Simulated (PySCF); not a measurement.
**CH3Cl2Si (SMILES [SiH2]C(Cl)Cl) (doublet): density, localisation and related maps**

```xyz
7

Si    1.1807   -0.0239    0.2948
C    -0.7293    0.0802    0.1993
Cl   -1.3211   -0.8936   -1.1968
Cl   -1.2094    1.7756   -0.0310
H     1.7676    0.7719   -0.7681
H     1.5878   -1.4166    0.4073
H    -1.2730   -0.2887    1.0674
```

Geometry: GFN2-xTB.

All numbers below come from PySCF 2.14.0, density-fitted response routines, UKS B3LYP, pcH-1 on C Cl H Si, non-relativistic, mean-field spin-orbit, GIAO.

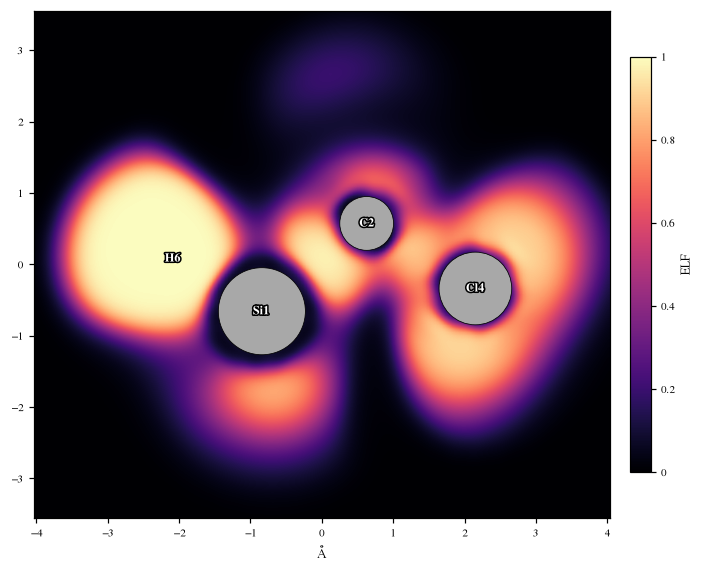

Figure 1. Electron localisation function on the plane of atoms C2, Si1 and H6. Grey discs cover the atomic cores.

**What does the map show?**

The section cuts through Si, C, Cl and H sites.
C–Cl (1.78 Å): the ELF peaks at about 0.90 between the atoms; a shared electron pair.
C–Si (1.92 Å): the ELF peaks at about 1 between the atoms (localised, covalent bonding).
Si–H (1.46 Å): the ELF climbs to about 1 towards the hydrogen, as it does in any bond to H.
The ELF also peaks beside Cl4, away from the bonds: non-bonding electrons, paired or unpaired.

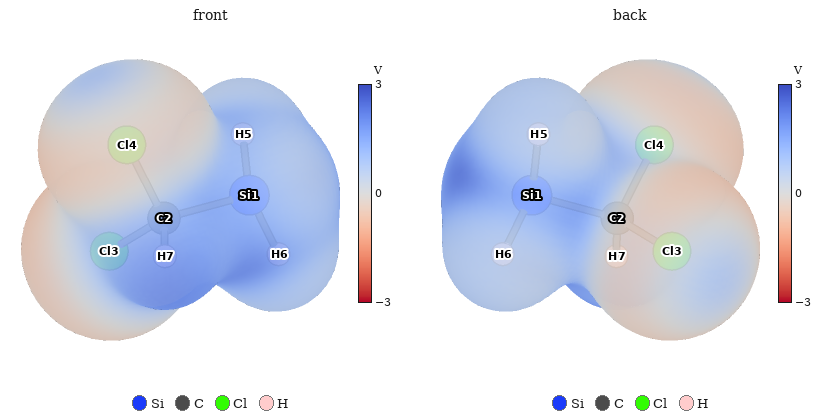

Figure 2. The molecular electrostatic potential painted on the density surface at 0.004 e/bohr³, seen from the front and from behind; the colour scale runs from red (negative) to blue (positive).

**Which sites attract a positive test charge, and which a negative one?**

A positive charge is drawn to the negative regions and a negative charge to the positive ones. The most negative region (about −0.5 V) lies over Cl3 and Cl4, the most positive (about +2.2 V) over Si1. Cl3 shows a σ-hole: about +0.8 V at the tip opposite its bond, against about −0.3 V on its flanks. Cl4 shows a σ-hole: about +0.9 V at the tip opposite its bond, against about −0.3 V on its flanks.
